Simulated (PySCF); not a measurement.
Molecule: H₈O₂Si₃, SMILES [SiH3]O[SiH2]O[SiH3]. Atoms near the plane z = 0.0 Å, at the GFN2-xTB optimised geometry (x, y, z in Å): Si1 (1.5, 1.6, 0.3), O2 (1.7, 0.0, 0.1), Si3 (1.2, -1.5, 0.0), O4 (-0.5, -1.5, 0.0), Si5 (-1.9, -0.7, 0.0), H6 (2.8, 2.2, 0.1), H8 (0.5, 2.1, -0.6), H12 (-1.9, 0.3, 1.1), H13 (-2.8, -1.8, 0.2).

Level of theory: CAM-B3LYP/def2-TZVP (PySCF 2.14.0). Cells within 0.4 Å of a nucleus heavier than hydrogen are left out (blank, or x). The values are rescaled to run from 0 to 1.

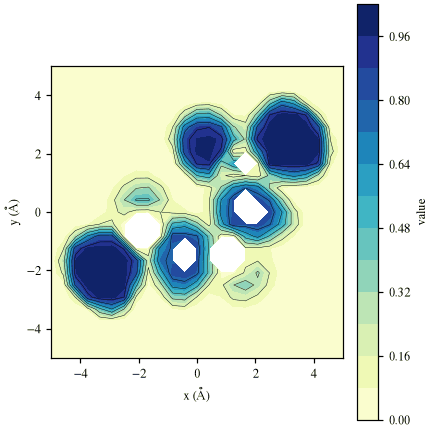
*a field on the plane z = 0.0 Å.*

Q: Which quantity is mapped?
A. an orbital amplitude
B. electrostatic potential
C. electron localisation function
D. Laplacian of the electron density

A: C, electron localisation function
